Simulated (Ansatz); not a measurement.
**InH2(OMe) (CH₅InO): structure and electronic state**

What does InH2(OMe) (CH₅InO) look like as a singlet, and where do its frontier electrons sit?

Program: Ansatz 0.2.0, Gaussian basis. Level of theory: RKS PBE0-D4/def2-TZVP. These are calculated values, not measurements.

Levels to be run: relaxation at B3LYP-D4/def2-TZVP; a search for the lowest solution at PBE0-D4/def2-SVP; a single point at PBE0-D4/def2-TZVP; harmonic vibrations at B3LYP-D4/def2-TZVP.

4 further runs of the same task are left out: 4 set aside as unsound or not needed. Runs told in other sessions of the task aren't counted.

**1. The system as given**

8 atoms, charge 0, spin multiplicity 1.

Atoms are counted from 1 here; the program's logs count them from 0.

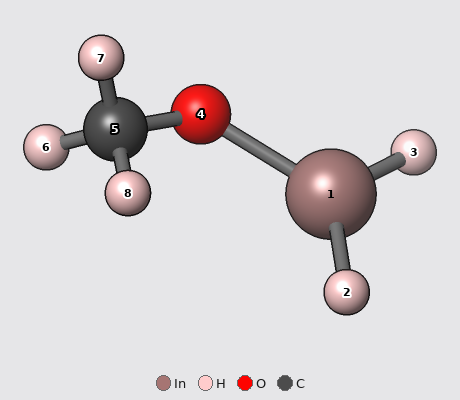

As it starts; indium brown, hydrogen pink, oxygen red, carbon dark grey; atoms are numbered from 1 in the order of the file.

Geometry (Å):

| atom | x (Å) | y (Å) | z (Å) |
| --- | --- | --- | --- |
| In1 | 0.6126 | 1.4107 | 0.7042 |
| H2 | 2.2177 | 0.8231 | 0.8788 |
| H3 | -0.0316 | 2.9201 | 1.1244 |
| O4 | -0.7453 | 0.2319 | -0.0867 |
| C5 | -0.5467 | -1.0779 | -0.5570 |
| H6 | -0.8038 | -1.1247 | -1.6203 |
| H7 | -1.1971 | -1.7648 | -0.0053 |
| H8 | 0.4943 | -1.4184 | -0.4381 |

In takes a core potential in the def2 sets. No spin-orbit coupling is included.

The start is a GFN2-xTB geometry.

**2. Optimising with B3LYP-D4/def2-TZVP**

Input file in.yaml:

```yaml
crystal:
  periodic: [false, false, false]
  atoms:
    - {symbol: In, position_ang: [0.612620, 1.410730, 0.704190]}
    - {symbol: H, position_ang: [2.217680, 0.823080, 0.878800]}
    - {symbol: H, position_ang: [-0.031650, 2.920080, 1.124360]}
    - {symbol: O, position_ang: [-0.745290, 0.231860, -0.086690]}
    - {symbol: C, position_ang: [-0.546700, -1.077930, -0.556970]}
    - {symbol: H, position_ang: [-0.803810, -1.124660, -1.620330]}
    - {symbol: H, position_ang: [-1.197130, -1.764810, -0.005300]}
    - {symbol: H, position_ang: [0.494300, -1.418370, -0.438060]}
basis:
  gaussian: {orbitals: def2-TZVP}
hamiltonian: {xc: {name: B3LYP}, dispersion: d4}
scf: {lower_state_search: "off"}
output: {orbitals: {seedname: orbitals}}
relax: {f_tol: 0.02, max_steps: 100}
```

Launch:

```console
> ansatz run in.yaml --threads 4 --pin off --events-out ev --progress --plain --max-ram 3916MiB
```

Output, cut to the lines that bear on the results:

```text
Functional definition: B3LYP
  name "B3LYP"
  cite "Stephens, Devlin, Chabalowski & Frisch, J. Phys. Chem. 98, 11623 (1994) doi:10.1021/j100096a001"
  cite "Becke, Phys. Rev. A 38, 3098 (1988) doi:10.1103/PhysRevA.38.3098"
  cite "Lee, Yang & Parr, Phys. Rev. B 37, 785 (1988) doi:10.1103/PhysRevB.37.785"
  cite "Vosko, Wilk & Nusair, Can. J. Phys. 58, 1200 (1980) doi:10.1139/p80-159"
[...]
1016 factors; their error is unknown
[...]
mean field -8342.12951024 eV, -306.5676050029 hartree, gradient 5.3e-6 eV, S^2 0.000000; 0 other end points of the search recorded, 0 dependent functions left out
[...]
reference -8342.12980804 eV, -306.5676159468 hartree; 20, 20 occupied and 122, 122 virtual orbitals, 1016 factors
relax step   1: F+E_penalty+E_count = -8342.32027611 eV  Δ(F+E_penalty+E_count) = +0.000e0 eV  max|allowed force component| = 5.272e-1 eV/Å  Δτ_max = 0.0000 Å  (16 SCF iters, accepted)
[...]
relax step   5: F+E_penalty+E_count = -8342.35065055 eV  Δ(F+E_penalty+E_count) = +1.301e-3 eV  max|allowed force component| = 8.564e-2 eV/Å  Δτ_max = 0.0362 Å  (22 SCF iters, rejected (line search))
[...]
relax step   6: F+E_penalty+E_count = -8342.35215506 eV  Δ(F+E_penalty+E_count) = -2.037e-4 eV  max|allowed force component| = 3.257e-3 eV/Å  Δτ_max = 0.0105 Å  (22 SCF iters, accepted)
Total energy: -8342.35245182 eV, -306.5757979547 hartree
Atom 0 at     0.615988     1.448616     0.718924 Å, force     0.001410    -0.000993     0.000130 eV/Å
Atom 1 at     2.156921     0.693762     0.807162 Å, force    -0.001782     0.000148    -0.000506 eV/Å
Atom 2 at    -0.054918     2.960305     1.142604 Å, force    -0.000927    -0.000712    -0.000532 eV/Å
Atom 3 at    -0.768577     0.252271    -0.092473 Å, force     0.003257    -0.002037     0.000034 eV/Å
Atom 4 at    -0.528011    -1.059514    -0.545080 Å, force    -0.001307     0.002178     0.000299 eV/Å
Atom 5 at    -0.768883    -1.141151    -1.611673 Å, force     0.000147     0.000014    -0.000427 eV/Å
Atom 6 at    -1.166309    -1.768624    -0.004660 Å, force    -0.000063    -0.000214     0.000405 eV/Å
Atom 7 at     0.513810    -1.385685    -0.414803 Å, force    -0.000736     0.001616     0.000596 eV/Å
Dipole moment:     0.316188     0.067059     0.104761 e Å
Checks for a lower state left out: stability, starts, cluster_reference, orbital_swaps, neighbouring_geometries, increment
```

Wall time 7.5 s (4 threads of Arm Neoverse V1, shared host).

Step by step: (the energy doesn't fall at every step)

| step | energy from step 1 (eV) | largest force component (eV/Å) |
| --- | --- | --- |
| 1 | 0.0000 | 0.5272 |
| 2 | -0.0267 | 0.1761 |
| 3 | -0.0308 | 0.0645 |
| 4 | -0.0317 | 0.0241 |
| 5 | -0.0304 | 0.0856 |
| 6 | -0.0319 | 0.0033 |

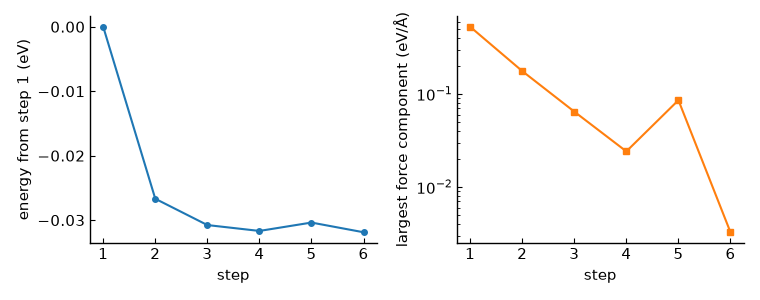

Energy and force, step by step.

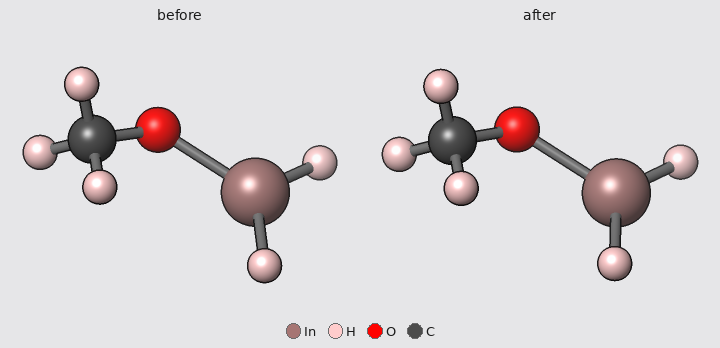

Before and after, at one scale.

Distances of close pairs at the start and the end, largest changes first:

| bond | before (Å) | after (Å) | change (Å) |
| --- | --- | --- | --- |
| In1–O4 | 1.964 | 2.002 | +0.037 |
| In1–H3 | 1.694 | 1.707 | +0.013 |
| O4–C5 | 1.406 | 1.408 | +0.003 |
| C5–H8 | 1.102 | 1.099 | -0.002 |
| C5–H6 | 1.095 | 1.096 | +0.001 |
| C5–H7 | 1.095 | 1.097 | +0.001 |
| In1–H2 | 1.718 | 1.718 | +0.000 |

Bonds by kind at the end (by distance):

| bond | count | shortest (Å) | longest (Å) |
| --- | --- | --- | --- |
| C–O | 1 | 1.408 | 1.408 |
| In–O | 1 | 2.002 | 2.002 |
| C–H | 3 | 1.096 | 1.099 |
| H–In | 2 | 1.707 | 1.718 |

**3. Searching for the lowest solution, PBE0-D4/def2-SVP**

start.molden holds the orbitals of an earlier run on this state, given as this run's starting guess.

Input file in.yaml:

```yaml
crystal:
  periodic: [false, false, false]
  atoms:
    - {symbol: In, position_ang: [0.615988, 1.448616, 0.718924]}
    - {symbol: H, position_ang: [2.156921, 0.693762, 0.807162]}
    - {symbol: H, position_ang: [-0.054918, 2.960305, 1.142604]}
    - {symbol: O, position_ang: [-0.768577, 0.252271, -0.092473]}
    - {symbol: C, position_ang: [-0.528011, -1.059514, -0.545080]}
    - {symbol: H, position_ang: [-0.768883, -1.141151, -1.611673]}
    - {symbol: H, position_ang: [-1.166309, -1.768624, -0.004660]}
    - {symbol: H, position_ang: [0.513810, -1.385685, -0.414803]}
basis:
  gaussian: {orbitals: def2-SVP, initial_orbitals: start.molden}
hamiltonian: {xc: pbe0, dispersion: d4}
output: {orbitals: {seedname: orbitals}}
```

Launched as before.

Output:

```text
Functional definition: PBE0
  name "PBE0"
  cite "Adamo & Barone, J. Chem. Phys. 110, 6158 (1999) doi:10.1063/1.478522"
  cite "Perdew, Burke & Ernzerhof, Phys. Rev. Lett. 77, 3865 (1996) doi:10.1103/PhysRevLett.77.3865"
  parent pbe
  parameter a = 0.25
  parameter kappa = 0.804
  parameter beta = 0.06672455060314922
  exchange = (1 - a)*pbe_x(kappa = kappa, mu = beta*pi^2/3) + a*exact_x
  correlation = pbe_c(beta = beta)
871 factors; integrals over basis functions are off by at most 1.5e-3 eV
mean field evaluation 1: about -8332.0016 eV, gradient 3.2e1 eV
mean field evaluation 2: about -8332.3025 eV, gradient 3.7e-1 eV
mean field evaluation 4: about -8332.4374 eV, gradient 1.8e-3 eV
mean field evaluation 8: about -8326.8766 eV, gradient 5.0e1 eV
mean field evaluation 16: about -8332.4374 eV, gradient 5.5e-2 eV
mean field -8332.43737246 eV, -306.2114255091 hartree, gradient 2.6e-5 eV, S^2 0.000000; 1 other end points of the search recorded, 0 dependent functions left out
reference -8332.43740671 eV, -306.2114267678 hartree; 20, 20 occupied and 59, 59 virtual orbitals, 871 factors
Total energy: -8332.53661618 eV, -306.2150726486 hartree
```

It took 1 s on 4 threads of Arm Neoverse V1, shared host.

HOMO -7.10 eV, LUMO -1.43 eV.

**4. Single point, PBE0-D4/def2-TZVP**

Edit in.yaml of step 3 so:

```diff
@@ -12,4 +12,5 @@
 basis:
-  gaussian: {orbitals: def2-SVP, initial_orbitals: start.molden}
+  gaussian: {orbitals: def2-TZVP, initial_orbitals: start.molden}
 hamiltonian: {xc: pbe0, dispersion: d4}
+scf: {omitted_lower_state_checks: [starts]}
 output: {orbitals: {seedname: orbitals}}
```

Launched as before.

Output:

```text
Functional definition: PBE0
  name "PBE0"
  cite "Adamo & Barone, J. Chem. Phys. 110, 6158 (1999) doi:10.1063/1.478522"
  cite "Perdew, Burke & Ernzerhof, Phys. Rev. Lett. 77, 3865 (1996) doi:10.1103/PhysRevLett.77.3865"
  parent pbe
  parameter a = 0.25
  parameter kappa = 0.804
  parameter beta = 0.06672455060314922
  exchange = (1 - a)*pbe_x(kappa = kappa, mu = beta*pi^2/3) + a*exact_x
  correlation = pbe_c(beta = beta)
these checks for a lower state are left out or cut short: starts
1032 factors; their error is unknown
mean field evaluation 1: about -8334.5534 eV, gradient 1.0e2 eV
mean field evaluation 2: about -8336.3697 eV, gradient 2.3e0 eV
mean field evaluation 4: about -8336.4337 eV, gradient 3.5e-1 eV
mean field evaluation 8: about -8336.4339 eV, gradient 1.7e-5 eV
mean field -8336.43387747 eV, -306.3582943591 hartree, gradient 1.7e-5 eV, S^2 0.000000; 0 other end points of the search recorded, 0 dependent functions left out
reference -8336.43391899 eV, -306.3582958851 hartree; 20, 20 occupied and 122, 122 virtual orbitals, 1032 factors
Total energy: -8336.53312846 eV, -306.3619417658 hartree
Checks for a lower state left out: starts
```

It took 1.2 s on 4 threads of Arm Neoverse V1, shared host.

HOMO -7.26 eV, LUMO -1.53 eV.

Mulliken charges, from this run's orbitals:

| atom | value (e) |
| --- | --- |
| In1 | 0.55 |
| H2 | -0.08 |
| H3 | -0.08 |
| O4 | -0.52 |
| C5 | -0.18 |
| H6 | 0.11 |
| H7 | 0.11 |
| H8 | 0.10 |

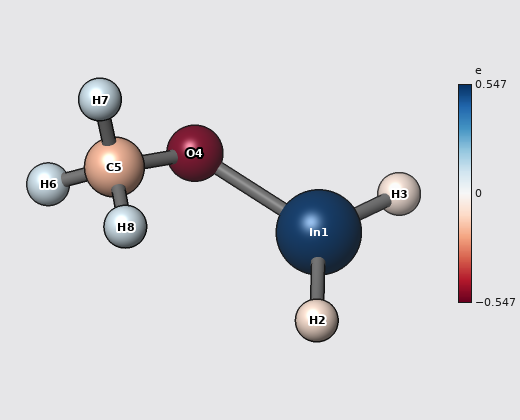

Mulliken charges, from this run's orbitals, as colours on the atoms.

Largest Mayer bond orders: O4–C5 1.02; C5–H6 0.97; C5–H7 0.97; C5–H8 0.96; In1–H3 0.93; In1–H2 0.92; In1–O4 0.92.

**5. Vibrations by finite differences**

Edit in.yaml of step 4 so:

```diff
@@ -12,5 +12,5 @@
 basis:
-  gaussian: {orbitals: def2-TZVP, initial_orbitals: start.molden}
-hamiltonian: {xc: pbe0, dispersion: d4}
+  gaussian: {orbitals: def2-TZVP}
+hamiltonian: {xc: {name: B3LYP}, dispersion: d4}
 scf: {omitted_lower_state_checks: [starts]}
-output: {orbitals: {seedname: orbitals}}
+phonons: {temperatures: {t_min: 298.15, t_max: 900, t_step: 200}}
```

Launched as before.

Output, cut to the lines that bear on the results:

```text
Functional definition: B3LYP
  name "B3LYP"
  cite "Stephens, Devlin, Chabalowski & Frisch, J. Phys. Chem. 98, 11623 (1994) doi:10.1021/j100096a001"
  cite "Becke, Phys. Rev. A 38, 3098 (1988) doi:10.1103/PhysRevA.38.3098"
  cite "Lee, Yang & Parr, Phys. Rev. B 37, 785 (1988) doi:10.1103/PhysRevB.37.785"
  cite "Vosko, Wilk & Nusair, Can. J. Phys. 58, 1200 (1980) doi:10.1139/p80-159"
[...]
1016 factors; their error is unknown
[...]
mean field -8342.16107792 eV, -306.5687650937 hartree, gradient 1.6e-5 eV, S^2 0.000000; 0 other end points of the search recorded, 0 dependent functions left out
[...]
reference -8342.16137468 eV, -306.5687759994 hartree; 20, 20 occupied and 122, 122 virtual orbitals, 1016 factors
[...]
1016 factors; their error is unknown
[...]
Atom 0 at     0.615988     1.448616     0.718924 Å, force     0.001407    -0.000983     0.000129 eV/Å
Atom 1 at     2.156921     0.693762     0.807162 Å, force    -0.001789     0.000140    -0.000510 eV/Å
Atom 2 at    -0.054918     2.960305     1.142604 Å, force    -0.000932    -0.000709    -0.000530 eV/Å
Atom 3 at    -0.768577     0.252271    -0.092473 Å, force     0.003281    -0.002040     0.000038 eV/Å
Atom 4 at    -0.528011    -1.059514    -0.545080 Å, force    -0.001356     0.002147     0.000307 eV/Å
Atom 5 at    -0.768883    -1.141151    -1.611673 Å, force     0.000149     0.000019    -0.000420 eV/Å
Atom 6 at    -1.166309    -1.768624    -0.004660 Å, force    -0.000044    -0.000187     0.000388 eV/Å
Atom 7 at     0.513810    -1.385685    -0.414803 Å, force    -0.000716     0.001613     0.000597 eV/Å
Dipole moment:     0.316189     0.067060     0.104762 e Å
Vibrations: 92.66 190.52 196.50 401.81 505.30 528.10 557.39 1087.42 1172.54 1192.68 1480.55 1491.87 1502.18 1813.90 1860.46 2953.88 3004.50 3019.86 cm⁻¹, zero-point energy 1.429051 eV
Checks for a lower state left out: starts
```

It took 54 s on 4 threads of Arm Neoverse V1, shared host.

Motions are named by where the mode's potential energy lies. The modes, unscaled (a negative number is an imaginary wavenumber):

| mode | cm⁻¹ | motion |
| --- | --- | --- |
| 1 | 93 | torsion |
| 2 | 191 | bend |
| 3 | 197 | torsion |
| 4 | 402 | bend |
| 5 | 505 | In–O stretch with bend |
| 6 | 528 | out-of-plane bend with torsion |
| 7 | 557 | bend |
| 8 | 1087 | C–O stretch |
| 9 | 1173 | bend |
| 10 | 1193 | bend |
| 11 | 1481 | bend |
| 12 | 1492 | bend |
| 13 | 1502 | bend |
| 14 | 1814 | In–H stretch |
| 15 | 1860 | In–H stretch |
| 16 | 2954 | C–H stretch |
| 17 | 3005 | C–H stretch |
| 18 | 3020 | C–H stretch |

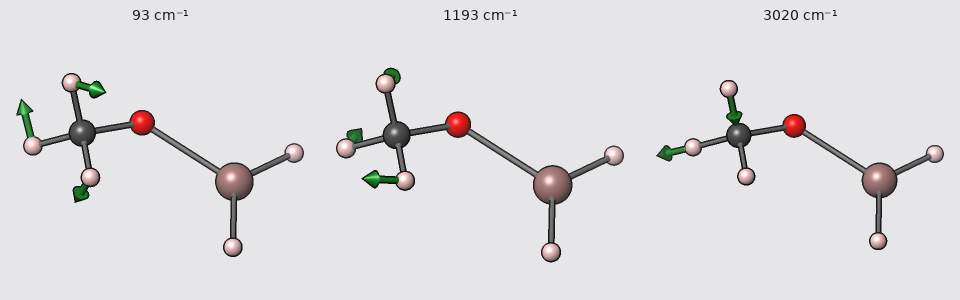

How the atoms move in 3 of the modes.

**6. Results**

| quantity | value |
| --- | --- |
| point group | Cs |
| C–O bond | 1.408 Å |
| HOMO, LUMO at PBE0-D4/def2-TZVP | -7.26, -1.53 eV |
| dipole at B3LYP-D4/def2-TZVP | 1.63 D |
| lowest, highest wavenumber | 93, 3020 cm⁻¹ |

What this shows: The molecule keeps its bonding pattern by the stored test; the atoms moved 0.07 Å (rms). All wavenumbers are real: a minimum at this level. The point group is read from a loosely relaxed geometry; soft torsions can leave it below the true symmetry.
